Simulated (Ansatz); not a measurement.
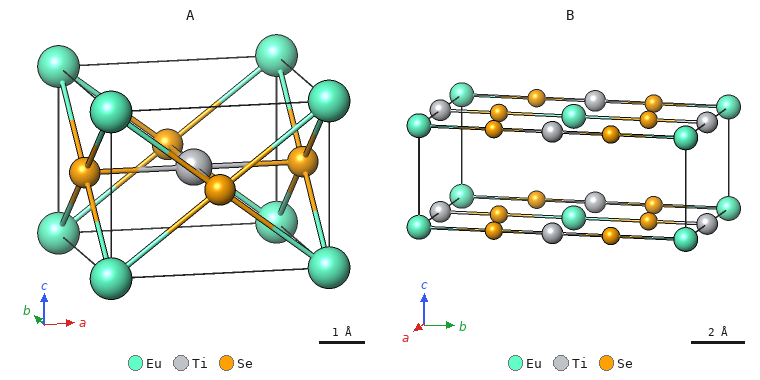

Two structures of EuTiSe₂, each relaxed to rest (conventional cells in solid outline, small ones repeated, not to one scale). Method: Ansatz 0.2.0, DFT PBE, scalar-relativistic, plane waves, PAW, with collinear spins.

State the structure in each panel.

A: 4 atoms a cell on a primitive tetragonal lattice, P4/mmm. B: 8 atoms a cell on a base-centred orthorhombic lattice, Cmmm.

Compare their energies: which is lower?

A is lower, by 1076 meV/atom at this level of theory (energies at zero smearing). Volumes: A 23.9, B 35.1 Å³/atom.

One or both may be structure types tried for this composition rather than known phases.
